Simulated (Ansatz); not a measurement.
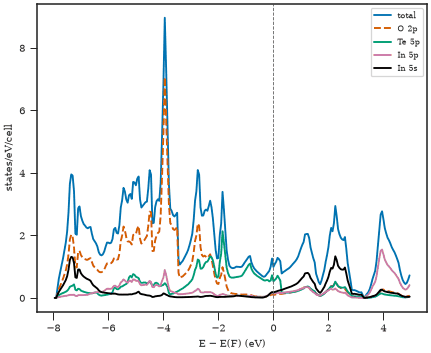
Fig. 1. Total and projected density of states of In$_{2}$TeO$_{2}$ in space group P-3m1 (No. 164; In on 2d, Te on 1b, O on 2d), DFT-r²SCAN in the program Ansatz with PAW potentials

Question: Which orbitals carry the states next to the Fermi level?

Answer: Within 0.5 eV of the Fermi level: Te 5p 54 %, In 5s 18 %, In 5p 13 %, O 2p 10 %. Projections are on Löwdin-orthogonalised atomic valence shells; empty p or d shells of many metals are not among them.

Question: Where is the tallest occupied peak in this window, and what makes it?

Answer: Near -3.9 eV, about 9.0 states/eV per cell; the largest projected share is O 2p.

The start of the workflow was typed in or built on a structure type; neither database checked (COD, Materials Project) lists it. Whether it is the stable phase at ambient conditions was not checked. The r²SCAN relaxation kept the symmetry of its start; its stability against distortions is not shown here. Scalar-relativistic: spin–orbit coupling is off unless named, which matters more the heavier the elements.

Potentials: the later of the program's two PAW sets.
